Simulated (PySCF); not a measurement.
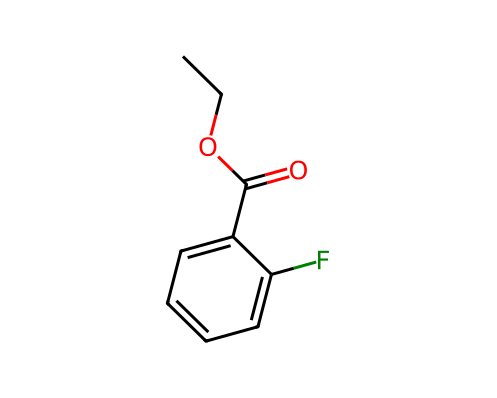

A structural formula.

Question: Write the SMILES.

Answer: CCOC(=O)c1ccccc1F

Question: Give the formula, hydrogens included.

Answer: C9H9FO2.

Question: An optimisation with GFN2-xTB gave a structure of which point group?

Answer: C1. Other conformers may differ.

The parts below concern this one geometry. Atoms keep their numbers from picture to picture. Computed geometry: GFN2-xTB optimisation. No frequency run is at hand to confirm it as a minimum.

Geometry

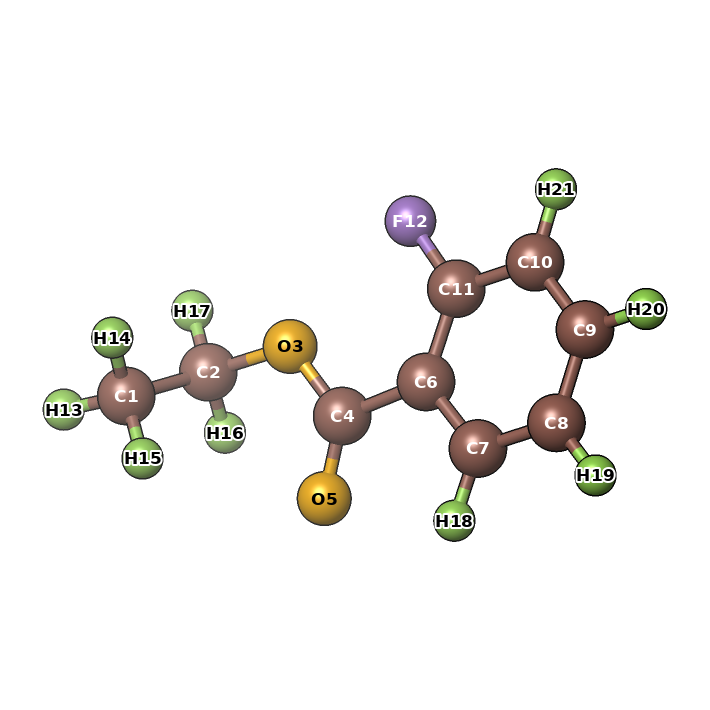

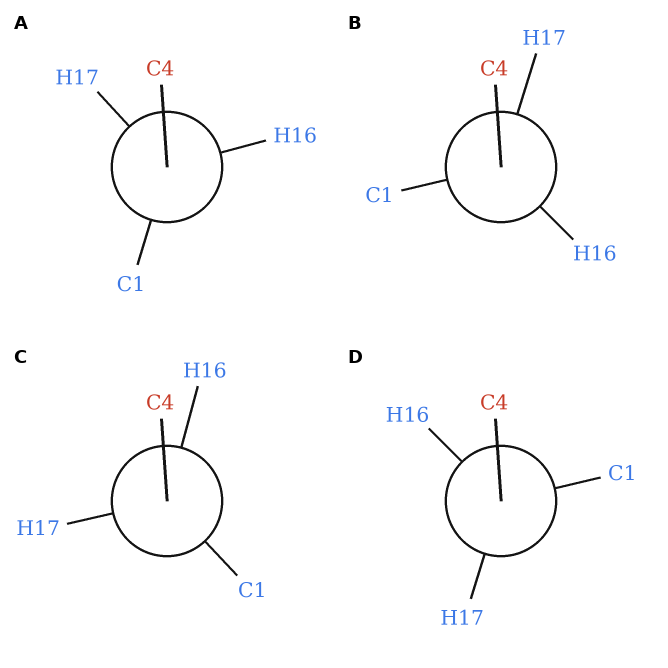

Distant atoms are faded towards the background colour. Bonds that would overlap in a projection are set slightly apart. No frequency run is at hand to confirm it as a minimum.

Question: Which Newman projection shows the view along O3–C2, with O3 in front?

Answer: D. The torsion angle C4–O3–C2–C1 is 81°, about perpendicular.

NMR shielding

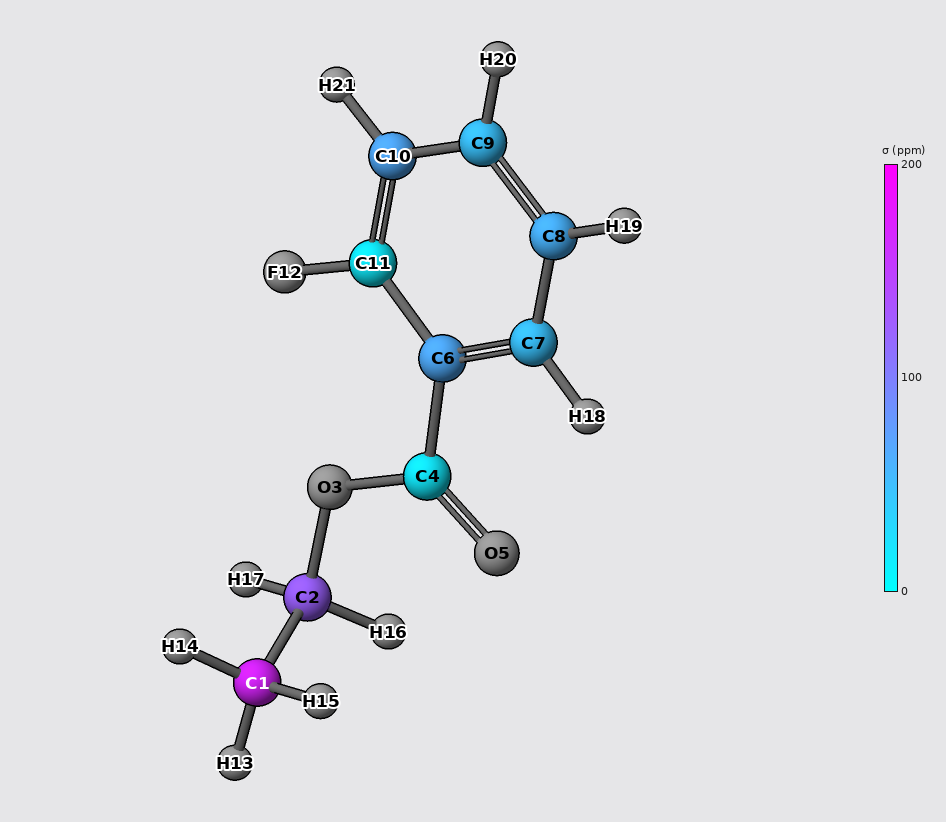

Atoms are coloured by their isotropic NMR shieldings (C only, the others grey). No frequency run is at hand to confirm it as a minimum. Method: GIAO PBE0/pcSseg-1 NMR shielding, non-relativistic, gas phase (PySCF 2.14.0).

Question: Which C atom is the most shielded (lowest chemical shift)?

Answer: C1 (170.4 ppm).

Question: Which C atom is the least shielded (highest chemical shift)?

Answer: C11 (13.8 ppm).

Question: How wide is the range of C shifts?

Answer: 156.6 ppm.

Give the isotropic NMR shieldings of the C atoms atom by atom.

| atom | σ (ppm) |
| --- | --- |
| C1 | 170.4 |
| C2 | 123.4 |
| C4 | 15.3 |
| C6 | 63.5 |
| C7 | 46.2 |
| C8 | 58.3 |
| C9 | 46.4 |
| C10 | 64.2 |
| C11 | 13.8 |

Electronic properties

No frequency run is at hand to confirm it as a minimum. Method: PBE0/pcSseg-1, gas phase (PySCF 2.14.0).

Computed properties:

- dipole moment: 1.34 D
- HOMO energy (Kohn–Sham orbital): −7.52 eV
- LUMO energy (Kohn–Sham orbital): −1.47 eV
- HOMO–LUMO gap: 6.05 eV

Charges

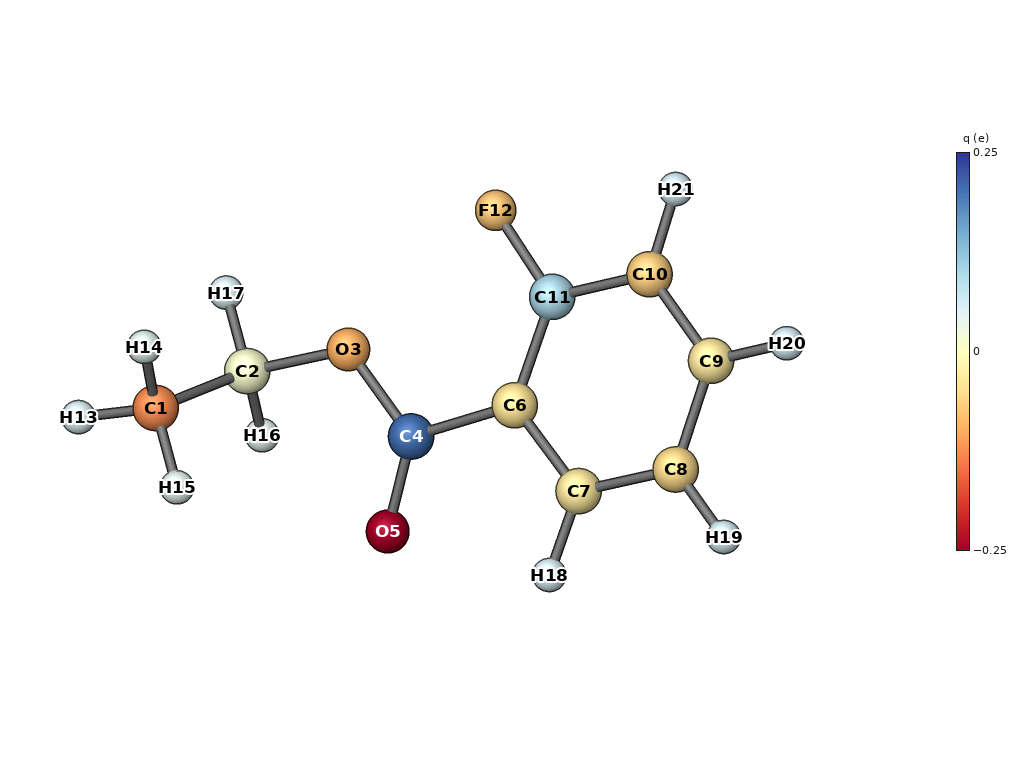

Atoms are coloured by their Hirshfeld charges. No frequency run is at hand to confirm it as a minimum. Properties computed with PBE0/pcSseg-1, gas phase (PySCF 2.14.0).

Give the Hirshfeld charges atom by atom.

```tsv
atom	value (e)
C1	−0.12
C2	0.01
O3	−0.09
C4	0.20
O5	−0.25
C6	−0.04
C7	−0.03
C8	−0.05
C9	−0.03
C10	−0.07
C11	0.10
F12	−0.07
H13	0.05
H14	0.04
H15	0.04
H16	0.04
H17	0.05
H18	0.05
H19	0.06
H20	0.06
H21	0.06
```

Bond orders

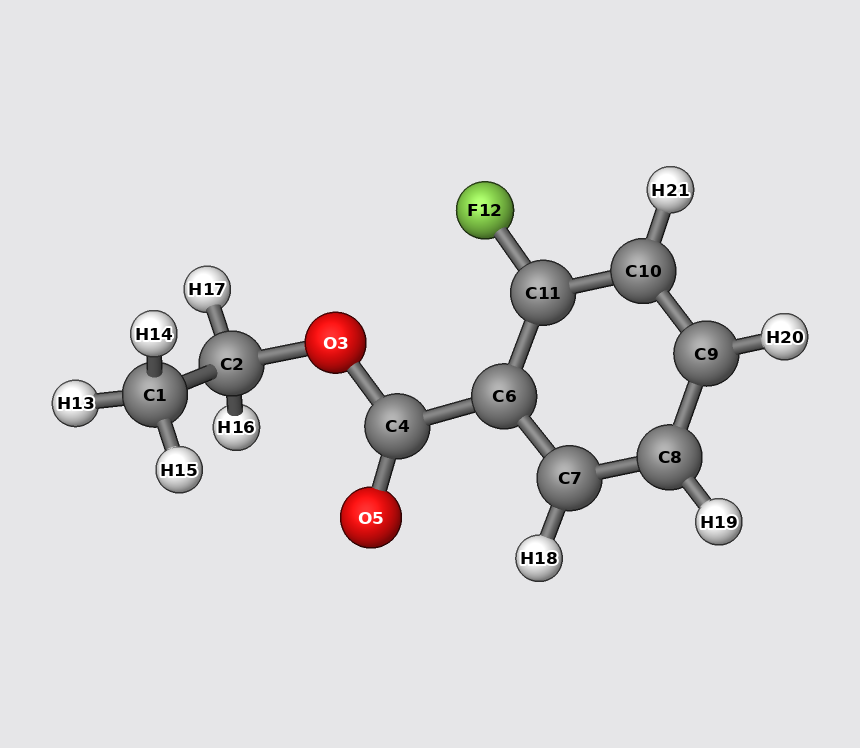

Every bond is drawn as one stick. No frequency run is at hand to confirm it as a minimum. Method: PBE0/pcSseg-1 (PySCF 2.14.0).

List the Mayer bond orders of C1–C2, C2–O3, O3–C4, C4–O5, C4–C6, C6–C7, C6–C11, C7–C8, C8–C9, C9–C10, C10–C11, C11–F12 (bonds between heavy atoms, one of each equivalent set).

```tsv
bond	Mayer order	length (Å)
C1–C2	1.07	1.522
C2–O3	0.84	1.426
O3–C4	1.12	1.330
C4–O5	1.91	1.208
C4–C6	0.97	1.490
C6–C7	1.42	1.395
C6–C11	1.27	1.393
C7–C8	1.45	1.380
C8–C9	1.41	1.387
C9–C10	1.43	1.383
C10–C11	1.45	1.385
C11–F12	0.94	1.342
```
